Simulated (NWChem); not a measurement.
**F2 (fluorine): PBE0/def2-SVP**

Aim: the vertical ionisation energy of F2 (fluorine) at PBE0/def2-SVP, from 2 runs. 

Program for the calculation: NWChem 7.3.0.

2 further runs of the same task are left out: 2 that didn't finish.

### 1 Starting point

F2: 2 atoms, total charge 0, spin state singlet. As SMILES, `FF`. The shape is that of a PBE0-D4/def2-TZVP optimisation.

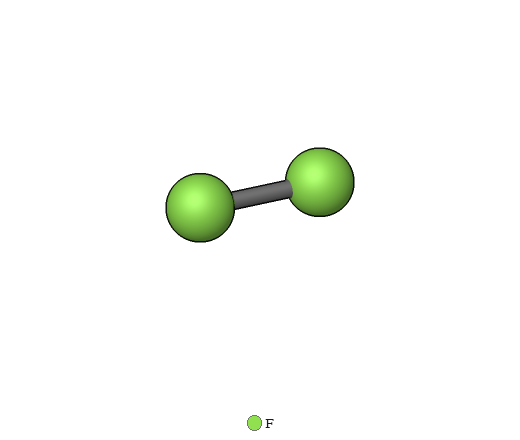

The structure, seen from a chosen angle (fluorine green).

### 2 A single-point energy at PBE0/def2-SVP

Contents of f2.xyz:

```xyz
2

F     -0.583900     0.212400    -0.295000
F      0.583900    -0.212400     0.295000
```

Contents of f2.nw:

```
start f2
memory 2200 mb

geometry units angstroms noautosym nocenter noautoz
load format xyz f2.xyz
end

basis spherical bse
F library def2-SVP
end

dft
xc pbe0
grid fine
convergence energy 1e-08
maxiter 100
mulliken
noprint "final vectors analysis"
end

task dft energy
```

The run is started by

```sh
nwchem f2.nw > f2.out
```

Log:

```text
[...]
          Wavefunction type:  closed shell.
          No. of atoms     :     2
          No. of electrons :    18
[...]
          Charge           :     0
          Spin multiplicity:     1
[...]
          AO basis - number of functions:    28
[...]
              XC Information
              --------------
                         PBE0 Method XC Functional
                     Hartree-Fock (Exact) Exchange  0.250
          PerdewBurkeErnzerhof Exchange Functional  0.750
            Perdew 1991 LDA Correlation Functional  1.000 local
           PerdewBurkeErnz. Correlation Functional  1.000 non-local
[...]
 d= 0,ls=0.0,diis     1   -199.1278274490 -2.30D+02  1.33D-02  3.75D-01     0.1
[...]
 d= 0,ls=0.0,diis     6   -199.1556612817 -8.49D-09  8.33D-08  4.61D-11     0.4
         Total DFT energy =     -199.155661281660
      One electron energy =     -339.946362239457
           Coulomb energy =      130.224616320669
    Exchange-Corr. energy =      -20.593368368050
 Nuclear repulsion energy =       31.159453005178
[...]
      Total Density - Mulliken Population Analysis
     ---------------------------------------------
    Atom       Charge   Shell Charges
 -----------   ------   -------------------------------------------------------
    1 F    9     9.00   1.99  1.18  0.80  3.22  1.80  0.01
    2 F    9     9.00   1.99  1.18  0.80  3.22  1.80  0.01
[...]
```

Run time: 1 s. Hardware: 1 thread of Intel Xeon 6975P-C (Granite Rapids), shared host; peak memory 0.1 GiB.

### 3 The doublet cation, same level

Contents of f2.nw:

```
start f2
memory stack 880 mb heap 220 mb global 1100 mb
charge 1
geometry noautosym nocenter noautoz
 F       -0.583900       0.212400      -0.295000
 F        0.583900      -0.212400       0.295000
end
basis "ao basis" spherical bse
 F library def2-SVP
end
dft
 xc pbe0
 mult 2
 grid fine
 convergence energy 1e-08
 iterations 100
 mulliken
 noprint "final vectors analysis"
end
task dft energy
```

The run is started by

```sh
nwchem f2.nw > f2.out
```

Log:

```text
[...]
          Wavefunction type:  spin polarized.
          No. of atoms     :     2
          No. of electrons :    17
[...]
          Charge           :     1
          Spin multiplicity:     2
[...]
          AO basis - number of functions:    28
[...]
              XC Information
              --------------
                         PBE0 Method XC Functional
                     Hartree-Fock (Exact) Exchange  0.250
          PerdewBurkeErnzerhof Exchange Functional  0.750
            Perdew 1991 LDA Correlation Functional  1.000 local
           PerdewBurkeErnz. Correlation Functional  1.000 non-local
[...]
 d= 0,ls=0.0,diis     1   -198.5619566441 -2.30D+02  4.57D-03  6.47D-02     0.2
[...]
 d= 0,ls=0.0,diis     7   -198.5771030736 -1.71D-09  2.86D-07  5.11D-11     0.8
[...]
         Total DFT energy =     -198.577103073599
      One electron energy =     -330.758222402017
           Coulomb energy =      121.047357192448
    Exchange-Corr. energy =      -20.025690869209
 Nuclear repulsion energy =       31.159453005178
[...]
      Total Density - Mulliken Population Analysis
     ---------------------------------------------
    Atom       Charge   Shell Charges
 -----------   ------   -------------------------------------------------------
    1 F    9     8.50   1.99  1.26  0.73  3.08  1.43  0.01
    2 F    9     8.50   1.99  1.26  0.73  3.08  1.43  0.01
[...]
      <S2> =      0.7527 (Exact =     0.7500)
[...]
```

It took 1.4 s on 1 thread of Intel Xeon 6975P-C (Granite Rapids), shared host; peak memory 0.1 GiB.

### 4 What came out

Level: PBE0/def2-SVP.

| quantity | value |
| --- | --- |
| singlet F2: total energy | -199.15566 Eh |
| singlet F2: dipole moment | 0.00 D |
| doublet cation: total energy | -198.57710 Eh |
| doublet cation: ⟨S²⟩ | 0.753 |
| vertical ionisation energy (to the doublet cation) | 15.743 eV |

The vertical ionisation energy comes to 15.74 eV (1519 kJ/mol).
